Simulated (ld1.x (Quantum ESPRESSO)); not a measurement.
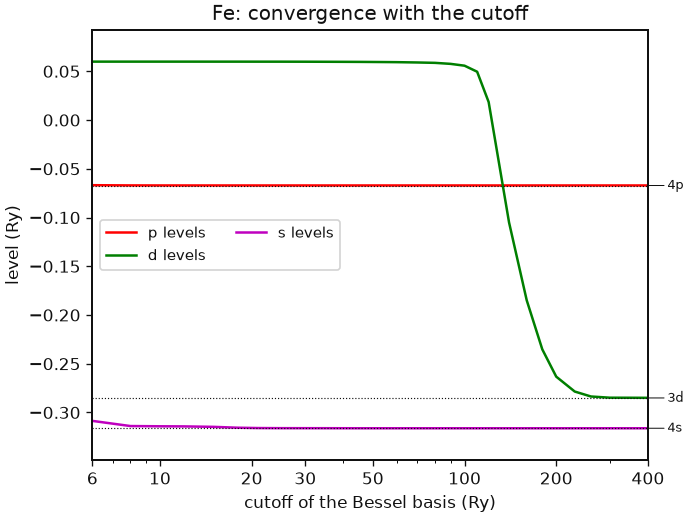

The pseudo-atom Hamiltonian at the reference potential is diagonalised in spherical Bessel functions (20 bohr box) up to the cutoff. Curves: the lowest levels of each channel that holds a bound state. Dotted lines: the all-electron valence levels.

```yaml
element: Fe
generator: ld1.x (Quantum ESPRESSO) 7.5
type: norm-conserving Troullier–Martins (Kleinman–Bylander form)
functional: PW91
relativity: scalar-relativistic
frozen_core: [Ar]
valence_charge: 8
reference_configuration: 3d7 4s1 4p0
partial_waves: 4p (bound, empty): rc 3.20 bohr; 3d (bound): rc 0.80 bohr; 4s (bound): rc 2.10 bohr
local_potential: the s channel
core_correction: Bessel-smoothed model core inside 0.50 bohr
```

> Does every curve settle on an all-electron level?

No ghost state below the valence levels in the p, d, s, f channels. The curves of the valence states settle on the dotted lines.

> Read the all-electron valence levels.

4p: -0.07 Ry; 3d: -0.29 Ry; 4s: -0.32 Ry.

> Which level is furthest from its value at the highest cutoff when the cutoff is lowest, 6 Ry?

3d, by 0.34 Ry, against 0.01 Ry for 4s.
